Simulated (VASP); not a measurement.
Band structure of Nb$_{2}$O$_{5}$ (space group C2/m). All values below come from r2SCAN meta-GGA, VASP's PBE PAW potentials (set 64) (plane waves; VASP).

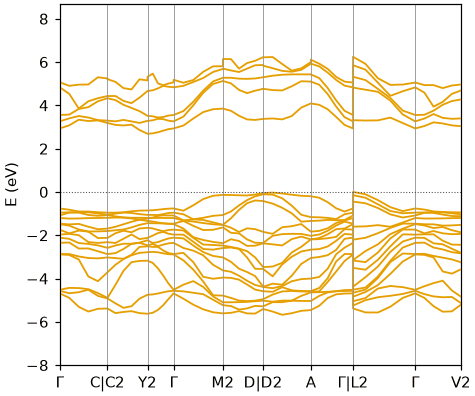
*Bands along high-symmetry lines, zero at the valence-band maximum or, without a gap, the Fermi level*

Q: Read the plot: is there a gap, and where are the band edges?

A: The gap is indirect, 2.69 eV, from the valence maximum at L2 to the conduction minimum at Y2.

The structure comes from a computed database's Nb2O5 entry (C2/m); how it stands against other phases isn't given here. It was relaxed first.
